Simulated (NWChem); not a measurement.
# CH6O3Ti (SMILES [CH3][Ti]([OH])([OH])[OH]) at 3 levels

We compute a comparison of 3 runs (HF/STO-3G, HF/3-21G, B3LYP/6-31G*) of CH6O3Ti. 

The results are computed with NWChem 7.3.0.

**1. The structure to begin with**

The species is CH6O3Ti (11 atoms), meant as a singlet with charge 0. SMILES: `[CH3][Ti]([OH])([OH])[OH]`. Geometry: relaxed at PBE0-D4/def2-TZVP. This is one conformer, not always the lowest.

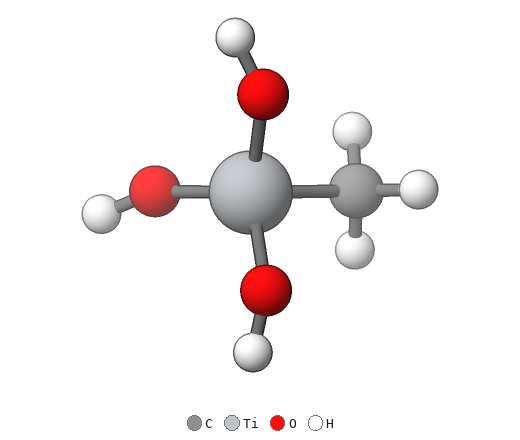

The structure, seen from a chosen angle (carbon grey, titanium light grey, oxygen red, hydrogen white).

**2. Energy and gradient at HF/STO-3G (run 1)**

m1.nw reads:

```
start m1
memory total 2200 mb

geometry units angstrom noautosym nocenter noautoz
  C       -1.544300       0.018000       0.008200
  Ti       0.522800       0.038300       0.127300
  O        0.916400      -0.543000       1.783500
  O        0.988500       1.757400      -0.073000
  O        1.057600      -1.059100      -1.164100
  H       -1.958400       0.654800       0.794700
  H       -1.870400       0.389300      -0.967600
  H       -1.909300      -1.004700       0.140700
  H        1.201500      -1.392900       2.119100
  H        1.165800       2.384600      -0.771900
  H        1.495000      -1.299700      -1.976200
end

basis spherical bse
  C library STO-3G
  Ti library STO-3G
  O library STO-3G
  H library STO-3G
end

scf
  thresh 1e-08
  maxiter 80
  print medium
end

task scf gradient
```

Launch:

```
$ nwchem m1.nw > m1.out
```

Output:

```text
[...]
  functions       =    44
[...]
  wavefunction    = RHF
[...]
         Total SCF energy =  -1102.478083420315
      One-electron energy =  -2150.905423912273
      Two-electron energy =    728.310573727385
 Nuclear repulsion energy =    320.116766764574
        Time for solution =     12.4s
[...]
                         RHF ENERGY GRADIENTS
    atom               coordinates                        gradient
                 x          y          z           x          y          z
   1 C      -2.918304   0.034015   0.015496    0.008337   0.001031   0.000647
   2 Ti      0.987949   0.072377   0.240562   -0.045121   0.005930   0.016496
   3 O       1.731745  -1.026121   3.370326    0.011026  -0.037245   0.045855
   4 O       1.867994   3.321004  -0.137950    0.011600   0.062416  -0.026289
   5 O       1.998574  -2.001409  -2.199830    0.025369  -0.044079  -0.066273
   6 H      -3.700839   1.237393   1.501765    0.003510   0.006725   0.008527
   7 H      -3.534543   0.735670  -1.828499    0.003679   0.003614  -0.009894
   8 H      -3.608054  -1.898608   0.265884    0.003786  -0.010735   0.001459
   9 H       2.270506  -2.632199   4.004518   -0.007098   0.021937  -0.008155
  10 H       2.203043   4.506241  -1.458679   -0.004179  -0.015008   0.018007
  11 H       2.825140  -2.456077  -3.734476   -0.010909   0.005414   0.019619
[...]
```

Run time: 17 s. Hardware: 1 thread of AMD EPYC 7R43 (Zen 3), shared host; peak memory 0.096 GiB.

**3. Energy and gradient at HF/3-21G (run 2)**

ch6o3ti.nw reads:

```
start ch6o3ti
title "CH6O3Ti"
memory total 2200 mb

geometry noautosym nocenter noautoz
   C       -1.544300       0.018000       0.008200
   Ti       0.522800       0.038300       0.127300
   O        0.916400      -0.543000       1.783500
   O        0.988500       1.757400      -0.073000
   O        1.057600      -1.059100      -1.164100
   H       -1.958400       0.654800       0.794700
   H       -1.870400       0.389300      -0.967600
   H       -1.909300      -1.004700       0.140700
   H        1.201500      -1.392900       2.119100
   H        1.165800       2.384600      -0.771900
   H        1.495000      -1.299700      -1.976200
end

basis spherical bse
   C library 3-21G
   Ti library 3-21G
   O library 3-21G
   H library 3-21G
end

scf
   thresh 1e-08
   maxiter 80
   noprint "final vectors analysis"
end

task scf gradient
```

Launch:

```
$ nwchem ch6o3ti.nw > ch6o3ti.out
```

Output:

```text
[...]
  functions       =    75
[...]
  wavefunction    = RHF
[...]
         Total SCF energy =  -1108.923426980222
      One-electron energy =  -2157.789465066129
      Two-electron energy =    728.749271321333
 Nuclear repulsion energy =    320.116766764574
        Time for solution =     16.4s
[...]
                         RHF ENERGY GRADIENTS
    atom               coordinates                        gradient
                 x          y          z           x          y          z
   1 C      -2.918304   0.034015   0.015496   -0.000587  -0.000055   0.000205
   2 Ti      0.987949   0.072377   0.240562   -0.005117  -0.002827  -0.008616
   3 O       1.731745  -1.026121   3.370326    0.002849  -0.001466   0.025260
   4 O       1.867994   3.321004  -0.137950    0.004348   0.024540   0.006481
   5 O       1.998574  -2.001409  -2.199830    0.001333  -0.018853  -0.013112
   6 H      -3.700839   1.237393   1.501765   -0.000714   0.002818   0.003507
   7 H      -3.534543   0.735670  -1.828499    0.000408   0.001565  -0.003952
   8 H      -3.608054  -1.898608   0.265884   -0.000022  -0.004407   0.000662
   9 H       2.270506  -2.632199   4.004518   -0.001659   0.001560  -0.008483
  10 H       2.203043   4.506241  -1.458679   -0.001622  -0.007557  -0.002308
  11 H       2.825140  -2.456077  -3.734476    0.000782   0.004681   0.000357
[...]
```

Run time: 21 s. Hardware: 1 thread of AMD EPYC 7R43 (Zen 3), shared host; peak memory 0.098 GiB.

**4. Energy and gradient at B3LYP/6-31G(d) (Cartesian functions) (run 3)**

mymol.nw reads:

```
start mymol
title "CH6O3Ti gradient"
memory 2200 mb
charge 0

geometry units angstroms noautosym nocenter noautoz
C       -1.544300       0.018000       0.008200
Ti       0.522800       0.038300       0.127300
O        0.916400      -0.543000       1.783500
O        0.988500       1.757400      -0.073000
O        1.057600      -1.059100      -1.164100
H       -1.958400       0.654800       0.794700
H       -1.870400       0.389300      -0.967600
H       -1.909300      -1.004700       0.140700
H        1.201500      -1.392900       2.119100
H        1.165800       2.384600      -0.771900
H        1.495000      -1.299700      -1.976200
end

basis
* library 6-31G*
end

dft
xc b3lyp
mult 1
grid fine
convergence energy 1e-08
iterations 100
mulliken
print low
end

task dft gradient
```

Launch:

```
$ nwchem mymol.nw > mymol.out
```

Output:

```text
[...]
 d= 0,ls=0.0,diis     1  -1116.5063511754 -1.44D+03  7.53D-02  4.01D+00     9.1
[...]
 d= 0,ls=0.0,diis    13  -1116.9634037100 -5.97D-10  2.84D-07  1.81D-09    98.5
         Total DFT energy =    -1116.963403709970
      One electron energy =    -2168.406662188243
           Coulomb energy =      806.894844613221
    Exchange-Corr. energy =      -75.568352899522
 Nuclear repulsion energy =      320.116766764574
[...]
      Total Density - Mulliken Population Analysis
     ---------------------------------------------
    Atom       Charge   Shell Charges
 -----------   ------   -------------------------------------------------------
    1 C    6     6.78   1.99  0.66  2.10  0.77  1.25  0.02
    2 Ti  22    20.66   2.00  2.00  5.99  2.07  6.12  0.11  0.34  0.04  0.13  0.87  1.04 -0.06
    3 O    8     8.78   1.99  0.89  2.92  0.99  1.95  0.02
    4 O    8     8.78   1.99  0.89  2.93  0.99  1.96  0.02
    5 O    8     8.78   1.99  0.89  2.94  0.97  1.97  0.02
    6 H    1     0.82   0.52  0.30
    7 H    1     0.83   0.52  0.31
    8 H    1     0.83   0.52  0.31
    9 H    1     0.58   0.47  0.10
   10 H    1     0.58   0.47  0.10
[...]
                         DFT ENERGY GRADIENTS
    atom               coordinates                        gradient
                 x          y          z           x          y          z
   1 C      -2.918304   0.034015   0.015496   -0.000320  -0.000009  -0.000053
   2 Ti      0.987949   0.072377   0.240562   -0.003172   0.000618   0.001019
   3 O       1.731745  -1.026121   3.370326    0.002187  -0.007903   0.000022
   4 O       1.867994   3.321004  -0.137950    0.000739   0.003060  -0.007034
   5 O       1.998574  -2.001409  -2.199830    0.003470  -0.000441  -0.005937
   6 H      -3.700839   1.237393   1.501765    0.001814  -0.001119  -0.001356
   7 H      -3.534543   0.735670  -1.828499    0.001878  -0.000706   0.001903
   8 H      -3.608054  -1.898608   0.265884    0.001869   0.001839  -0.000195
   9 H       2.270506  -2.632199   4.004518   -0.002789   0.008208  -0.002522
  10 H       2.203043   4.506241  -1.458679   -0.001518  -0.005480   0.006788
  11 H       2.825140  -2.456077  -3.734476   -0.004158   0.001934   0.007365
[...]
```

Wall time 2.1 min (1 thread of AMD EPYC 7R43 (Zen 3), shared host); peak memory 0.13 GiB.

**5. The series**

```csv
run,level,Cartesian functions,iteration cap,energy (Eh),dipole moment (D),largest force (eV/Å),wall time
1,HF/STO-3G,no,80,-1102.478083,3.15,4.296,17 s
2,HF/3-21G,no,80,-1108.923427,3.53,1.324,21 s
3,B3LYP/6-31G* (Cartesian functions),yes,100,-1116.963404,–,0.464,2.1 min
```

**6. Results**

| quantity | value |
| --- | --- |
| run 3: total energy | -1116.96340 Eh |
| run 3: largest force on an atom | 0.464 eV/Å |

What this shows: In run 1 the basis is minimal, so the values are rough. All runs together took 2.7 min, the longest 2.1 min.
